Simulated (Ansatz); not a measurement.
**Al wire along [110], 35 atoms a period: bands along the axis**

Wanted: the relaxed geometry and the bands of the Al wire along [110], 35 atoms a period.

Calculated with Ansatz 0.2.0; DFT PBE, plane waves, PAW; relaxation of a wire's period; PAW set soft_1, in the first sound run; inputs show where later runs differ.

## 1. The starting structure

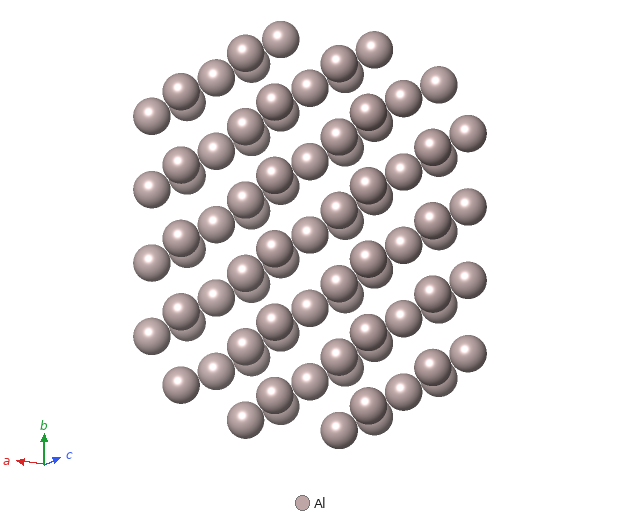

The cell as given, at a slant to the c axis (aluminium light grey). 1×1×2 cells are drawn. Some periodic images of atoms are drawn too.

The cell holds 35 atoms: 35 Al. Its edges and angles: a = 18.920 Å, b = 21.084 Å, c = 2.857 Å, α = 90.0°, β = 90.0°, γ = 90.0°. Vacuum lies along a and b. The structure's axis is c.

## 2. The relaxed wire

Band widths follow the bond lengths, so the wire is relaxed first. The atoms and the third cell vector are free; the box across stays fixed as vacuum. A Fermi-Dirac smearing is set since the result may be a metal. The pressure printed is a third of the stress's trace over the whole box, vacuum included; only the stress along the axis is relaxed.

input.yaml

```yaml
crystal:
  lattice:
    - [18.92, 0.0, 0.0]
    - [0.0, 21.084, 0.0]
    - [0.0, 0.0, 2.856711396]
  atoms:
    - { symbol: Al, position: [0.286469345, 0.364497586, 0.0] }
    - { symbol: Al, position: [0.286469345, 0.229005677, 0.0] }
    - { symbol: Al, position: [0.286469345, 0.499989494, 0.0] }
    - { symbol: Al, position: [0.5, 0.364497586, 0.0] }
    - { symbol: Al, position: [0.5, 0.229005677, 0.0] }
    - { symbol: Al, position: [0.5, 0.499989494, 0.0] }
    - { symbol: Al, position: [0.713530655, 0.364497586, 0.0] }
    - { symbol: Al, position: [0.713530655, 0.229005677, 0.0] }
    - { symbol: Al, position: [0.713530655, 0.499989494, 0.0] }
    - { symbol: Al, position: [0.179704017, 0.296751631, 0.5] }
    - { symbol: Al, position: [0.179704017, 0.43224354, 0.5] }
    - { symbol: Al, position: [0.179704017, 0.567735448, 0.5] }
    - { symbol: Al, position: [0.179704017, 0.703227356, 0.5] }
    - { symbol: Al, position: [0.393234672, 0.161259723, 0.5] }
    - { symbol: Al, position: [0.393234672, 0.296751631, 0.5] }
    - { symbol: Al, position: [0.393234672, 0.43224354, 0.5] }
    - { symbol: Al, position: [0.393234672, 0.567735448, 0.5] }
    - { symbol: Al, position: [0.393234672, 0.703227356, 0.5] }
    - { symbol: Al, position: [0.393234672, 0.838719265, 0.5] }
    - { symbol: Al, position: [0.606765328, 0.161259723, 0.5] }
    - { symbol: Al, position: [0.606765328, 0.296751631, 0.5] }
    - { symbol: Al, position: [0.606765328, 0.43224354, 0.5] }
    - { symbol: Al, position: [0.606765328, 0.567735448, 0.5] }
    - { symbol: Al, position: [0.606765328, 0.703227356, 0.5] }
    - { symbol: Al, position: [0.606765328, 0.838719265, 0.5] }
    - { symbol: Al, position: [0.820295983, 0.296751631, 0.5] }
    - { symbol: Al, position: [0.820295983, 0.43224354, 0.5] }
    - { symbol: Al, position: [0.820295983, 0.567735448, 0.5] }
    - { symbol: Al, position: [0.820295983, 0.703227356, 0.5] }
    - { symbol: Al, position: [0.286469345, 0.635481402, 0.0] }
    - { symbol: Al, position: [0.286469345, 0.770973311, 0.0] }
    - { symbol: Al, position: [0.5, 0.635481402, 0.0] }
    - { symbol: Al, position: [0.5, 0.770973311, 0.0] }
    - { symbol: Al, position: [0.713530655, 0.635481402, 0.0] }
    - { symbol: Al, position: [0.713530655, 0.770973311, 0.0] }
kpoints:
  mp_grid: { grid: [1, 1, 29] }
scf:
  occupations: { method: fermi_dirac, width: 0.05 }
hamiltonian:
  xc: pbe
  pseudopotentials: { kind: paw, azcp: { folder: soft_1 } }
relax:
  cell: { fix: [a, b, alpha, beta, gamma] }
  max_steps: 45
  f_tol: 0.03
```

Started as:

```bash
$ ansatz run input.yaml --threads 16 --pin off --max-ram 61440MiB --backend cuda --events-out ev --progress --plain --runs-dir out --max-vram 78GiB
```

Numbers of over 12 decimals in the logs are rounded to 6 here.

Log:

```text
Engine: ansatz 0.2.0, aarch64-unknown-linux-gnu
Pseudopotentials: kind: paw
Pseudopotential: Al, paw, valence charge 3, recommended cutoff 420 eV (normal), soft_1/Al.paw.azcp
Functional definition: PBE
  parameter kappa = 0.804
  parameter beta = 0.066725
  exchange = pbe_x(kappa = kappa, mu = beta*pi^2/3)
  correlation = pbe_c(beta = beta)
[...]
Crystal: 35 atoms, lattice volume = 1139.569 Å³
Basis set: ecut = 420 eV, 22273 PW (Γ), exchange–correlation on 256×288×40 points (8 copies of the dense FFT grid, shifted against one another)
Bands: 88, of which v1, the nominal top of the filled ones, is band 53 counted from 1 (52 counted from 0)
Symmetry: 8 space group operations
Space group: Pmmm (ITA 47), of the structure as read, at distance tolerance 1.0e-4 Å
k-points: 15 of 29
Non-local potential: Al, projectors of the file, l = 0: 2, l = 1: 2, l = 2: 1
PAW form: soft (Blöchl's): semilocal exchange-correlation on the pseudo side does not see the compensation charge
PAW one-centre angular grid: Al, 110 points (default); XC on 64 Gauss nodes
Initial density: superposition of atomic densities (neutral atoms: chi_scale 0, normalization atom)
Initial wavefunctions: pseudopotential atomic-orbital guess
[...]
Functional: x = pbe(κ = 0.804, μ = 0.219515), c = pbe(β = 0.066725)
SCF iter   1: F=—  HF=-18810.353599 eV  |F-HF|=—  |Δ(HF+E_count)|=         —  Δρ=2.13e-2  dr2=7.16e1  ethr=3.10e-3  ⟨swp⟩=8.1  Hψ=7364  notcnv=0  defer=135
preconditioner: auto → LDOS  [metal: Δε(μ)=0.002 eV  Ē_g=6.455 eV  σ=0.050 eV  W_gap=0.01  n_scr=110 (ndim 8)  ℏωp=11.3 eV  f_vac=0.284  D(μ)=12.63/eV (n_scr^D=64)  β→1.0]
SCF iter   2: F=—  HF=-18806.790679 eV  |F-HF|=—  |Δ(HF+E_count)|=    3.56e0  Δρ=1.56e-2  dr2=4.60e1  ethr=3.10e-3  ⟨swp⟩=5.5  Hψ=3961  notcnv=0  defer=239
[...]
SCF iter   9: F=-18803.759868 eV  HF=-18803.759868 eV  |F-HF|=1.78e-9  |Δ(HF+E_count)|=   8.25e-8  Δρ=6.07e-7  dr2=1.09e-8  ethr=9.52e-11  ⟨swp⟩=5.0  Hψ=4341  notcnv=0
SCF 1 converged in 9 iterations: F = -18803.759868 eV  dr2 = 1.09e-8
  greatest PAW one-centre occupation: 0.486 electrons in one spin orbital (limit 2), on the Al atom at site 25 (counted from 0), in its partial waves of l = 0
relax step   1: F+E_penalty+E_count = -18803.75986826 eV  Δ(F+E_penalty+E_count) = +0.000e0 eV  max|allowed force component| = 2.697e-1 eV/Å  Δτ_max = 0.0000 Å  P = -0.990 GPa  Ω = 1139.569 Å³  fix = [a, b, alpha, beta, gamma]  reactions: a -0.169, b -1.226 GPa  (9 SCF iters, dr2 threshold 1.00e-7 eV, accepted)
[...]
Crystal: 35 atoms, lattice volume = 1112.403 Å³
Basis set: ecut = 420 eV, 21861 PW (Γ), exchange–correlation on 256×288×40 points (8 copies of the dense FFT grid, shifted against one another)
[...]
iter 1 solved again at ethr=9.01e-4 eV; its pass at ethr=3.10e-3 eV (dr2=9.46e-1 eV) is discarded
SCF iter   1: F=—  HF=-18804.117029 eV  |F-HF|=—  |Δ(HF+E_count)|=         —  Δρ=3.26e-3  dr2=9.63e-1  ethr=9.01e-4  ⟨swp⟩=6.5  Hψ=7030  notcnv=0  defer=4
preconditioner: auto → LDOS  [metal: Δε(μ)=0.007 eV  Ē_g=6.325 eV  σ=0.050 eV  W_gap=0.03  n_scr=110 (ndim 8)  ℏωp=11.4 eV  f_vac=0.322  D(μ)=14.99/eV (n_scr^D=78)  β→1.0]
SCF iter   2: F=—  HF=-18804.034009 eV  |F-HF|=—  |Δ(HF+E_count)|=   8.30e-2  Δρ=1.22e-3  dr2=6.98e-2  ethr=9.01e-4  ⟨swp⟩=2.6  Hψ=2045  notcnv=0  defer=61
[...]
SCF iter   6: F=-18804.028715 eV  HF=-18804.028715 eV  |F-HF|=4.44e-7  |Δ(HF+E_count)|=   2.15e-6  Δρ=4.95e-6  dr2=1.13e-6  ethr=3.33e-9  ⟨swp⟩=5.7  Hψ=4579  notcnv=0
SCF 2 converged in 6 iterations: F = -18804.028715 eV  dr2 = 1.13e-6
  greatest PAW one-centre occupation: 0.485 electrons in one spin orbital (limit 2), on the Al atom at site 28 (counted from 0), in its partial waves of l = 0
relax step   2: F+E_penalty+E_count = -18804.02871469 eV  Δ(F+E_penalty+E_count) = -2.688e-1 eV  max|allowed force component| = 1.408e-1 eV/Å  Δτ_max = 0.1919 Å  P = +0.357 GPa  Ω = 1112.403 Å³  energy of the carried Pulay correction = +3.088e-3 eV  fix = [a, b, alpha, beta, gamma]  reactions: a +0.385, b +0.284 GPa  (6 SCF iters, dr2 threshold 3.50e-6 eV, accepted)
[...]
Crystal: 35 atoms, lattice volume = 1115.656 Å³
[...]
iter 1 solved again at ethr=1.70e-4 eV; its pass at ethr=3.10e-3 eV (dr2=1.79e-1 eV) is discarded
[...]
SCF 3 converged in 5 iterations: F = -18804.056498 eV  dr2 = 1.14e-6
relax step   3: F+E_penalty+E_count = -18804.05649786 eV  Δ(F+E_penalty+E_count) = -2.778e-2 eV  max|allowed force component| = 3.336e-2 eV/Å  Δτ_max = 0.0757 Å  P = +0.002 GPa  Ω = 1115.656 Å³  energy of the carried Pulay correction = +2.714e-3 eV  fix = [a, b, alpha, beta, gamma]  reactions: a +0.058, b -0.082 GPa  (5 SCF iters, dr2 threshold 1.24e-6 eV, accepted)
[...]
SCF 4 converged in 5 iterations: F = -18804.058006 eV  dr2 = 6.26e-8
relax step   4: F+E_penalty+E_count = -18804.05800637 eV  Δ(F+E_penalty+E_count) = -1.509e-3 eV  max|allowed force component| = 4.804e-3 eV/Å  Δτ_max = 0.0213 Å  P = +0.010 GPa  Ω = 1116.135 Å³  energy of the carried Pulay correction = +2.659e-3 eV  fix = [a, b, alpha, beta, gamma]  reactions: a +0.063, b -0.044 GPa  (5 SCF iters, dr2 threshold 6.96e-8 eV, accepted)
[...]
SCF 5 converged in 5 iterations: F = -18804.055782 eV  dr2 = 8.95e-11
[...]
relax step   5: F+E_penalty+E_count = -18804.05578182 eV  Δ(F+E_penalty+E_count) = +2.225e-3 eV  max|allowed force component| = 4.761e-3 eV/Å  Δτ_max = 0.0000 Å  P = +0.007 GPa  Ω = 1116.135 Å³  fix = [a, b, alpha, beta, gamma]  reactions: a +0.061, b -0.046 GPa  stress off target by 5.27e-3 GPa on what of the cell is left free  SCF on the basis re-selected at this cell (its energy is not comparable with the rows above)  (5 SCF iters)
[...]
SCF converged after 5 iterations
[...]
k-point 2: bands = [... 49 lower, 1.5121, 2.2626, 2.3964, 2.4060, 2.4465, 2.5090, 2.5911, 2.9043, ... 7 higher]
  k-point 14: bands = [... 49 lower, 1.4901, 1.6399, 1.9099, 1.9552, 2.0491, 2.1839, 2.2370, 2.2870, ... 7 higher]
--- Relaxed structure (4 steps of the walk, 4 accepted, 1 SCFs on fresh bases) ---
  F+E_penalty+E_count = -18804.05578182 eV   max|allowed force component| = 4.761e-3 eV/Å   (the final SCF, on the basis selected at the relaxed cell)
  cell:  # Å, volume = 1116.1350 Å³
    - [18.92, 0.0, 0.0]
    - [0.0, 21.084, 0.0]
    - [0.0, 0.0, 2.797967]
  atoms:
    - { symbol: Al, position: [0.285740, 0.367708, 0.0] }
    - { symbol: Al, position: [0.282033, 0.235637, 0.0] }
    - { symbol: Al, position: [0.282365, 0.499989, 0.0] }
    - { symbol: Al, position: [0.5, 0.363468, 0.0] }
    - { symbol: Al, position: [0.5, 0.224695, 0.0] }
    - { symbol: Al, position: [0.5, 0.499989, 0.0] }
    - { symbol: Al, position: [0.714260, 0.367708, 0.0] }
    - { symbol: Al, position: [0.717967, 0.235637, 0.0] }
    - { symbol: Al, position: [0.717635, 0.499989, 0.0] }
    - { symbol: Al, position: [0.176401, 0.301319, 0.500000] }
    - { symbol: Al, position: [0.174328, 0.432671, 0.500000] }
    - { symbol: Al, position: [0.174328, 0.567308, 0.500000] }
    - { symbol: Al, position: [0.176401, 0.698660, 0.500000] }
    - { symbol: Al, position: [0.386664, 0.169064, 0.500000] }
    - { symbol: Al, position: [0.393928, 0.299593, 0.500000] }
    - { symbol: Al, position: [0.391725, 0.433690, 0.500000] }
    - { symbol: Al, position: [0.391725, 0.566289, 0.500000] }
    - { symbol: Al, position: [0.393928, 0.700386, 0.500000] }
    - { symbol: Al, position: [0.386664, 0.830915, 0.500000] }
    - { symbol: Al, position: [0.613336, 0.169064, 0.500000] }
    - { symbol: Al, position: [0.606072, 0.299593, 0.500000] }
    - { symbol: Al, position: [0.608275, 0.433690, 0.500000] }
    - { symbol: Al, position: [0.608275, 0.566289, 0.500000] }
    - { symbol: Al, position: [0.606072, 0.700386, 0.500000] }
    - { symbol: Al, position: [0.613336, 0.830915, 0.500000] }
    - { symbol: Al, position: [0.823599, 0.301319, 0.500000] }
    - { symbol: Al, position: [0.825672, 0.432671, 0.500000] }
    - { symbol: Al, position: [0.825672, 0.567308, 0.500000] }
    - { symbol: Al, position: [0.823599, 0.698660, 0.500000] }
    - { symbol: Al, position: [0.285740, 0.632271, 0.0] }
    - { symbol: Al, position: [0.282033, 0.764342, 0.0] }
    - { symbol: Al, position: [0.5, 0.636511, 0.0] }
    - { symbol: Al, position: [0.5, 0.775284, 0.0] }
    - { symbol: Al, position: [0.714260, 0.632271, 0.0] }
    - { symbol: Al, position: [0.717967, 0.764342, 0.0] }
```

The job ended after 5.6 s (1 × NVIDIA GB200 with 16 threads of Arm Neoverse V2, shared host; peak memory 1.3 GiB; 41 s of CPU time).

The steps of the relaxation:

```csv
step,energy less that of the first step (eV),largest force component (eV/Å),pressure (GPa),volume (Å³)
1,0.0000,0.2697,-0.99,1139.57
2,-0.2688,0.1408,0.36,1112.40
3,-0.2966,0.0334,0.00,1115.66
4,-0.2981,0.0048,0.01,1116.14
5,-0.2959,0.0048,0.01,1116.14
```

The log counts 1 steps on a newly chosen plane-wave basis, not all of them marked here; energy and pressure can jump at such steps.

Forces are held to the 8 operations that the run works with; a distortion that breaks them can't arise in this run.

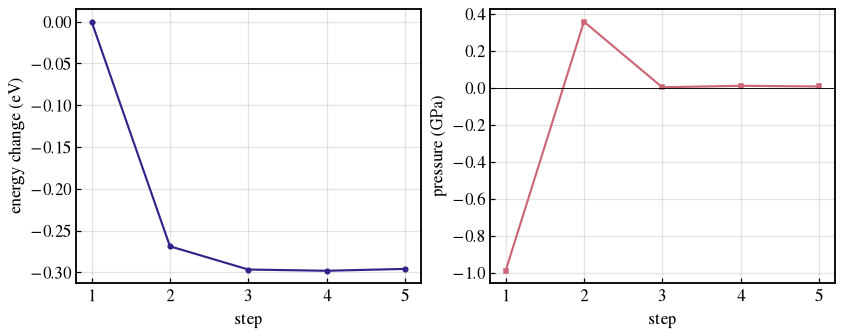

Energy and pressure along the relaxation.

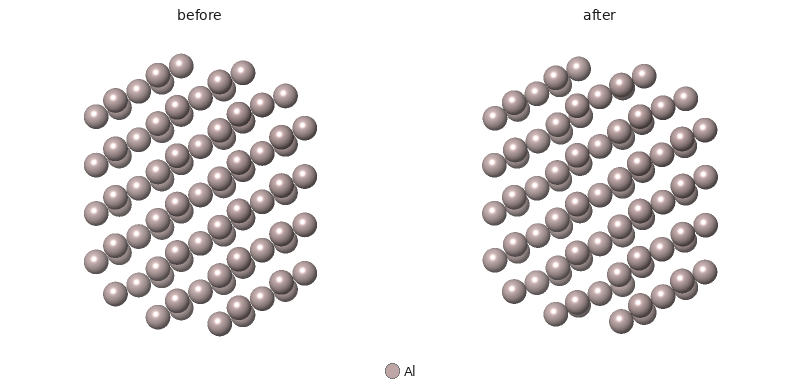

Before and after, at one scale.

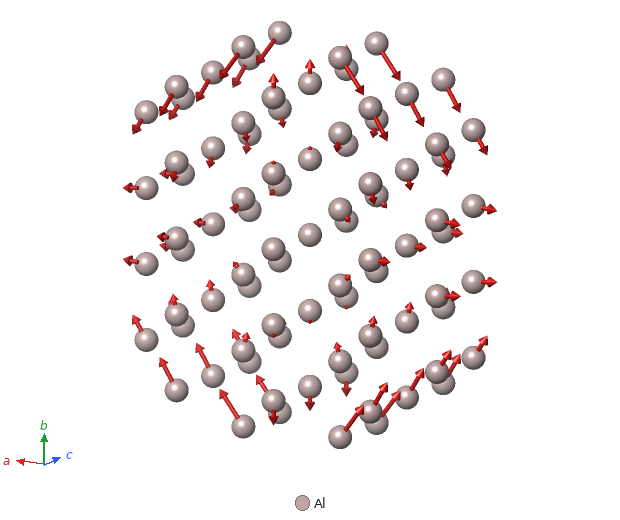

Displacements in the relaxation, exaggerated, measured against the changing cell; the longest in the cell stands for 0.21 Å. 1×1×2 cells are drawn. Some periodic images of atoms are drawn too.

```csv
cell as run,before,after,change
c (Å),2.857,2.798,-2.1 %
```

The atoms that moved most (Å, along periodic axes as changes of fractional coordinates times the final cell, across vacuum about the mean position):

```csv
atom,dx,dy,dz,length
Al25,0.124,-0.165,0.000,0.206
Al19,-0.124,-0.165,0.000,0.206
Al14,-0.124,0.165,0.000,0.206
Al20,0.124,0.165,0.000,0.206
Al31,-0.084,-0.140,0.000,0.163
Al35,0.084,-0.140,0.000,0.163
Al8,0.084,0.140,0.000,0.163
Al2,-0.084,0.140,0.000,0.163
```

Numbers from this step:

```
energy at zero smearing    : -18803.9924 eV
cell length along the wire : 2.798 Å
```

The cell's length comes to 2.798 Å with spin left out.

## 3. The perfect wire

This step: DFT PBE, plane waves, PAW; bands of a perfect wire; PAW set soft_1 (Ansatz 0.2.0).

At the relaxed period the bands are computed along the axis; those that cross an energy going forward count the channels that a perfect wire would open there.

input.yaml

```yaml
crystal:
  lattice:
    - [18.92, 0.0, 0.0]
    - [0.0, 21.084, 0.0]
    - [0.0, 0.0, 2.7979669243]
  atoms:
    - { symbol: Al, position: [0.285739607, 0.367707943, 0.0] }
    - { symbol: Al, position: [0.282033109, 0.235636971, 0.0] }
    - { symbol: Al, position: [0.282364631, 0.499989494, 0.0] }
    - { symbol: Al, position: [0.5, 0.363467555, 0.0] }
    - { symbol: Al, position: [0.5, 0.22469482, 0.0] }
    - { symbol: Al, position: [0.5, 0.499989494, 0.0] }
    - { symbol: Al, position: [0.714260393, 0.367707943, 0.0] }
    - { symbol: Al, position: [0.717966891, 0.235636971, 0.0] }
    - { symbol: Al, position: [0.717635369, 0.499989494, 0.0] }
    - { symbol: Al, position: [0.176400826, 0.301319151, 0.5] }
    - { symbol: Al, position: [0.174327798, 0.432671164, 0.5] }
    - { symbol: Al, position: [0.174327798, 0.567307824, 0.5] }
    - { symbol: Al, position: [0.176400826, 0.698659836, 0.5] }
    - { symbol: Al, position: [0.386664053, 0.169063946, 0.5] }
    - { symbol: Al, position: [0.393927681, 0.299593331, 0.5] }
    - { symbol: Al, position: [0.391724649, 0.433690414, 0.5] }
    - { symbol: Al, position: [0.391724649, 0.566288573, 0.5] }
    - { symbol: Al, position: [0.393927681, 0.700385657, 0.5] }
    - { symbol: Al, position: [0.386664053, 0.830915042, 0.5] }
    - { symbol: Al, position: [0.613335947, 0.169063946, 0.5] }
    - { symbol: Al, position: [0.606072319, 0.299593331, 0.5] }
    - { symbol: Al, position: [0.608275351, 0.433690414, 0.5] }
    - { symbol: Al, position: [0.608275351, 0.566288573, 0.5] }
    - { symbol: Al, position: [0.606072319, 0.700385657, 0.5] }
    - { symbol: Al, position: [0.613335947, 0.830915042, 0.5] }
    - { symbol: Al, position: [0.823599174, 0.301319151, 0.5] }
    - { symbol: Al, position: [0.825672202, 0.432671164, 0.5] }
    - { symbol: Al, position: [0.825672202, 0.567307824, 0.5] }
    - { symbol: Al, position: [0.823599174, 0.698659836, 0.5] }
    - { symbol: Al, position: [0.285739607, 0.632271045, 0.0] }
    - { symbol: Al, position: [0.282033109, 0.764342017, 0.0] }
    - { symbol: Al, position: [0.5, 0.636511432, 0.0] }
    - { symbol: Al, position: [0.5, 0.775284168, 0.0] }
    - { symbol: Al, position: [0.714260393, 0.632271045, 0.0] }
    - { symbol: Al, position: [0.717966891, 0.764342017, 0.0] }
kpoints:
  mp_grid: { grid: [1, 1, 29] }
  band_path: { path: ["Γ", Z], npoints: 90 }
scf:
  occupations: { method: fermi_dirac, width: 0.05 }
hamiltonian:
  xc: pbe
  pseudopotentials: { kind: paw, azcp: { folder: soft_1 } }
output:
  dos: { e_range: [-5, 4] }
  write_potential: true
  write_density: true
  volumetric_format: npy
```

Log:

```text
[...]
device memory: the entry about to start is reckoned to put 24.9 GiB on a device that reports 152.0 GiB free (of which the cap on the GPU budget leaves the run 78.0 GiB)
GPU FFT provider: cuFFT
GPU libraries: cuBLAS 13.8.1, cuFFT 12.4.0, cuSOLVER 12.3.2
GPU matrix products: emulated (plane waves: as basis.precision tells), large ones in fixed point in workspaces of 1.00 GiB
Crystal: 35 atoms, lattice volume = 1116.135 Å³
Basis set: ecut = 420 eV, 21905 PW (Γ)
Bands: 88, of which v1, the nominal top of the filled ones, is band 53 counted from 1 (52 counted from 0)
[... 1 set-up line as in the run before ...]
[...]
k-points: 15 of 29
[...]
GPU buffer pool allocated for 368640 grid points (all kernels)
GPU transforms: local potential and band sums: pruned to the plane-wave sphere, on 125×144×20
[...]
SCF iter   1: F=—  HF=-18810.915075 eV  |F-HF|=—  |Δ(HF+E_count)|=         —  Δρ=2.19e-2  dr2=7.01e1  ethr=3.10e-3  ⟨swp⟩=8.0  Hψ=7454  notcnv=0  defer=126
[...]
SCF iter   9: F=-18804.057740 eV  HF=-18804.057740 eV  |F-HF|=8.68e-9  |Δ(HF+E_count)|=   1.16e-7  Δρ=1.06e-6  dr2=3.35e-8  ethr=9.52e-11  ⟨swp⟩=27.1  Hψ=9450  notcnv=0
SCF 1 converged in 9 iterations: F = -18804.057740 eV  dr2 = 3.35e-8
[...]
NSCF: frozen V_eff on 91 k-points
WARN: The output density's exchange-correlation potential varies sharply where the density is thin. Do not read a vacuum level from v_tot or v_xc, or from such a field of the output density. On a cell that repeats whose density bears no net charge and no dipole along the vacuum's axis use v_es (v_loc + v_h of the components); under efield.dipole_correction with no amplitude use v_es + v_field, which holds any externa [...]
SCF converged after 9 iterations
Free energy (F): -18804.057740 eV
[...]
Internal energy: -18803.931026 eV  (E = F + TS)
E sigma→0 (E₀):  -18803.994383 eV
Entropy (-TS):   -0.126714 eV (-3.620 meV/atom)
Fermi energy:    2.268287 eV
[...]
--- Band table (eV; the first three rows and the last of 15) ---
  k-point 0: bands = [... 49 lower, 1.4295, 2.1813, 2.3219, 2.3230, 2.3650, 2.4278, 2.5123, 2.8230, ... 31 higher]
  k-point 1: bands = [... 49 lower, 1.4501, 2.2017, 2.3407, 2.3438, 2.3854, 2.4481, 2.5321, 2.8434, ... 31 higher]
  k-point 2: bands = [... 49 lower, 1.5121, 2.2626, 2.3964, 2.4061, 2.4465, 2.5090, 2.5911, 2.9044, ... 31 higher]
  k-point 14: bands = [... 49 lower, 1.4902, 1.6399, 1.9100, 1.9553, 2.0492, 2.1839, 2.2370, 2.2870, ... 31 higher]
```

Wall time 5 s (1 × NVIDIA GB200 with 16 threads); peak memory 1.6 GiB.

Numbers from this step:

- energy at zero smearing: -18803.9944 eV
- band gap on the path through both edges: 0 eV

The electronic bands at the labelled points (eV, zero at the Fermi level; # counts the bands kept):

```csv
point,#40,#41,#42,#43,#44,#45,#46,#47
Γ,-0.94,-0.86,-0.84,-0.09,0.05,0.05,0.10,0.16
Z,-0.98,-0.76,-0.68,-0.51,-0.47,-0.32,-0.27,-0.14
```

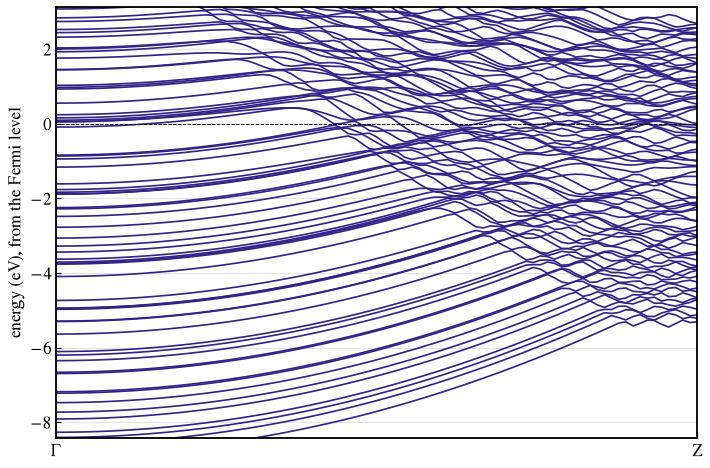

Electronic bands along the path.

Between Γ and Z the bands cross the Fermi level 24 times, so a perfect wire would conduct at least 24 G₀, with spin left out.

## 4. Outcome

```yaml
cell_length_pbe: 2.798 Å
ballistic_conductance_by_band_crossings_a_lower_bound_pbe: 24 G₀
```

**Reading.** Under PBE the cell's length is 2.80 Å, and the bands cross the Fermi level 24 times between Γ and Z, which gives a perfect wire at least 24 G₀ (opposite crossings within one step of the path cancel in such a count).

[Logs are printed without paths, hosts, clocks, repeated set-up lines and the standing remarks that a program may print on its own settings, such as how far it seeks lower states.]

[Hosts, paths, dates, database ids (printed as entryN), source tags and the programs' standing remarks are cut or masked in the printed files.]
